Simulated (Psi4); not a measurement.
# U-wB97X/def2-TZVPPD run of SiH (SMILES [SiH])

Aim: the vertical doublet–quartet gap of SiH at U-wB97X/def2-TZVPPD, from 2 runs. 

The calculation is run with Psi4 1.11.

9 further runs of the same task are left out: 7 that didn't finish, 2 set aside as unsound or not needed.

## Step 1: The structure to begin with

SiH has 2 atoms, charge 0, and is taken as a doublet. SMILES: `[SiH]`. Geometry: relaxed at PBE0-D4/def2-TZVP.

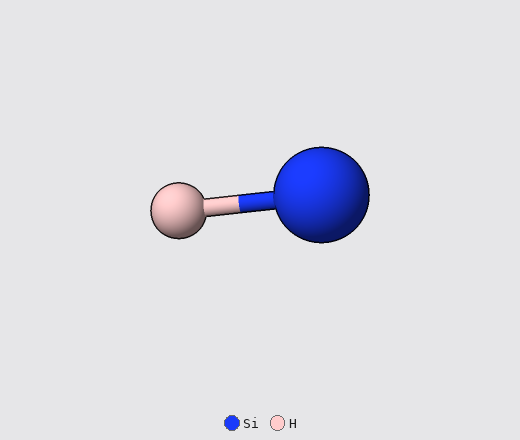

The structure, seen from a chosen angle (silicon blue, hydrogen pink).

## Step 2: Energy and gradient at U-wB97X/def2-TZVPPD

File calc.py:

```python
import psi4

psi4.set_memory('2200 MB')
psi4.set_num_threads(1)
psi4.core.set_output_file('run.log', False)

m = psi4.geometry("""
0 2
Si     0.000000     0.000000    -0.007580
H      0.000000     0.000000     1.524140
symmetry c1
no_reorient
no_com
""")

psi4.set_options({
    'basis': 'def2-TZVPPD',
    'reference': 'uks',
    'puream': True,
    'e_convergence': 1e-09,
    'd_convergence': 1e-08,
    'scf_type': 'pk',
    'dft_radial_points': 99,
    'dft_spherical_points': 590,
    'maxiter': 100,
})

E, wfn = psi4.gradient('wb97x', return_wfn=True)
psi4.oeprop(wfn, 'QUADRUPOLE', 'MULLIKEN_CHARGES', 'WIBERG_LOWDIN_INDICES')
print('gradient / Eh bohr^-1')
print(E.np.round(6))
print(f'energy = {wfn.energy():.10f} Eh')
```

Started as:

```console
$ python calc.py
```

run.log:

```text
[...]
  Running in c1 symmetry.
[...]
  Nuclear repulsion =    4.836707067466639
[...]
  Multiplicity = 2
[...]
  Nalpha       = 8
  Nbeta        = 7
[...]
    Number of basis functions: 65
[...]
   @UKS iter   1:  -289.96859125676474   -5.42727e-01   3.48192e-03 DIIS/ADIIS
[...]
   @UKS iter  11:  -289.97899866995158   -6.36646e-12   4.22315e-09 DIIS
[...]
   @S^2 Observed:                7.556811668E-01
[...]
    Orbital Energies [Eh]
    ---------------------
    Alpha Occupied:
       1A    -66.149191     2A     -5.404091     3A     -3.765424
       4A     -3.759524     5A     -3.754272     6A     -0.606124
       7A     -0.376073     8A     -0.280899
    Alpha Virtual:
       9A     -0.036696    10A      0.077301    11A      0.112519
      12A      0.148128    13A      0.149168    14A      0.150663
      15A      0.151415    16A      0.171140    17A      0.241553
      18A      0.269454    19A      0.276584    20A      0.312651
      21A      0.313752    22A      0.391635    23A      0.392338
      24A      0.396433    25A      0.424627    26A      0.426629
[...]
  @UKS Final Energy:  -289.97899866995158
   => Energetics <=
    Nuclear Repulsion Energy =              4.8367070674666390
    One-Electron Energy =                -410.9620401853052840
    Two-Electron Energy =                 132.0772060969934785
    DFT Exchange-Correlation Energy =     -15.9308716491063915
    Empirical Dispersion Energy =           0.0000000000000000
    VV10 Nonlocal Energy =                  0.0000000000000000
    Total Energy =                       -289.9789986699515794
[...]
  -Total Gradient:
     Atom            X                  Y                   Z
    ------   -----------------  -----------------  -----------------
       1       -0.000000000001     0.000000000000    -0.002662742714
       2        0.000000000000    -0.000000000000     0.002738157279
[...]
 Multipole Moments:
 ------------------------------------------------------------------------------------
     Multipole            Electronic (a.u.)      Nuclear  (a.u.)        Total (a.u.)
 ------------------------------------------------------------------------------------
 L = 1.  Multiply by 2.5417464519 to convert [e a0] to [Debye]
 Dipole X            :         -0.0000000            0.0000000           -0.0000000
 Dipole Y            :         -0.0000000            0.0000000           -0.0000000
 Dipole Z            :         -2.6101955            2.6796694            0.0694739
 Magnitude           :                                                    0.0694739
 L = 2.  Multiply by 1.3450342976 to convert [e a0^2] to [Debye ang]
 Quadrupole XX       :         -8.9533389            0.0000000           -8.9533389
 Quadrupole XY       :          0.8900240            0.0000000            0.8900240
[...]
  Mulliken Charges: (a.u.)
   Center  Symbol    Alpha    Beta     Spin     Total
       1    SI     7.45776  6.45790  0.99986  0.08434
       2     H     0.54224  0.54210  0.00014 -0.08434
   Total alpha =  8.00000, Total beta =  7.00000, Total charge =  0.00000
  Wiberg Bond Indices using Orthogonal Lowdin Orbitals:
  Total Bond Index:
  Irrep: 1 Size: 2 x 2
                 1                   2
[...]
```

The script printed:

```text
gradient / Eh bohr^-1
[[-0.        0.       -0.002663]
 [ 0.       -0.        0.002738]]
energy = -289.9789986700 Eh
```

Wall time 17 s (1 thread of Intel Xeon at 2.50GHz (Skylake/Cascade Lake), shared host); peak memory 0.46 GiB.

## Step 3: The quartet: the energy at U-wB97X/def2-TZVPPD

File hsi.xyz:

```xyz
2
HSi
Si     0.000000     0.000000    -0.007580
H      0.000000     0.000000     1.524140
```

File run_ase.py:

```python
import numpy as np
from ase.calculators.psi4 import Psi4
from ase.io import read

mol = read('hsi.xyz')
calc = Psi4(atoms=mol, method='wb97x', basis='def2-TZVPPD', memory='2200MB', num_threads=1, charge=0, multiplicity=4, label='hsi', reference='uks')
calc.psi4.set_options({'puream': True, 'e_convergence': 1e-09, 'd_convergence': 1e-08, 'scf_type': 'pk', 'dft_radial_points': 99, 'dft_spherical_points': 590, 'maxiter': 100})
mol.calc = calc

print(f'energy: {mol.get_potential_energy():.6f} eV')
```

Started as:

```console
$ python run_ase.py
```

hsi.dat:

```text
[...]
  Running in c1 symmetry.
[...]
  Nuclear repulsion =    4.836707067466639
[...]
  Multiplicity = 4
[...]
  Nalpha       = 9
  Nbeta        = 6
[...]
    Number of basis functions: 65
[...]
   @UKS iter   1:  -289.89470864036082   -4.68844e-01   3.61169e-03 DIIS/ADIIS
[...]
   @UKS iter  12:  -289.90937082097366   -1.87583e-12   2.21636e-09 DIIS
[...]
   @S^2 Observed:                3.751710285E+00
[...]
    Orbital Energies [Eh]
    ---------------------
    Alpha Occupied:
       1A    -66.148542     2A     -5.406335     3A     -3.763488
       4A     -3.762939     5A     -3.762939     6A     -0.649984
       7A     -0.435194     8A     -0.294116     9A     -0.294116
    Alpha Virtual:
      10A      0.070456    11A      0.091649    12A      0.139254
      13A      0.139254    14A      0.146431    15A      0.146431
      16A      0.158385    17A      0.221112    18A      0.264601
      19A      0.264601    20A      0.303512    21A      0.303512
      22A      0.371932    23A      0.379140    24A      0.379140
      25A      0.406165    26A      0.406165    27A      0.447355
[...]
  @UKS Final Energy:  -289.90937082097366
   => Energetics <=
    Nuclear Repulsion Energy =              4.8367070674666390
    One-Electron Energy =                -410.8268624468803978
    Two-Electron Energy =                 132.0090482099948019
    DFT Exchange-Correlation Energy =     -15.9282636515546905
    Empirical Dispersion Energy =           0.0000000000000000
    VV10 Nonlocal Energy =                  0.0000000000000000
    Total Energy =                       -289.9093708209736064
[...]
 Multipole Moments:
 ------------------------------------------------------------------------------------
     Multipole            Electronic (a.u.)      Nuclear  (a.u.)        Total (a.u.)
 ------------------------------------------------------------------------------------
 L = 1.  Multiply by 2.5417464519 to convert [e a0] to [Debye]
 Dipole X            :          0.0000000            0.0000000            0.0000000
 Dipole Y            :         -0.0000000            0.0000000           -0.0000000
 Dipole Z            :         -1.3560956            1.3848507            0.0287552
 Magnitude           :                                                    0.0287552
[...]
```

Standard output:

```text
energy: -7888.835801 eV
```

It took 13 s on 1 thread of Intel Xeon at 2.50GHz (Skylake/Cascade Lake), shared host; peak memory 0.48 GiB.

## Step 4: Summary of results

At U-wB97X/def2-TZVPPD:

```
                                        quantity          value
                           doublet: total energy  -289.97900 Eh
                          doublet: dipole moment         0.18 D
     doublet: HOMO energy (highest over α and β)       -7.64 eV
      doublet: LUMO energy (lowest over α and β)       -1.00 eV
                                   doublet: ⟨S²⟩          0.756
               doublet: largest force on an atom     0.141 eV/Å
                           quartet: total energy  -289.90937 Eh
                          quartet: dipole moment         0.07 D
     quartet: HOMO energy (highest over α and β)       -8.00 eV
      quartet: LUMO energy (lowest over α and β)       -3.38 eV
                                   quartet: ⟨S²⟩          3.752
vertical energy of the quartet above the doublet       1.895 eV
```

At this shape the quartet lies 1.89 eV (44 kcal/mol) above the doublet.
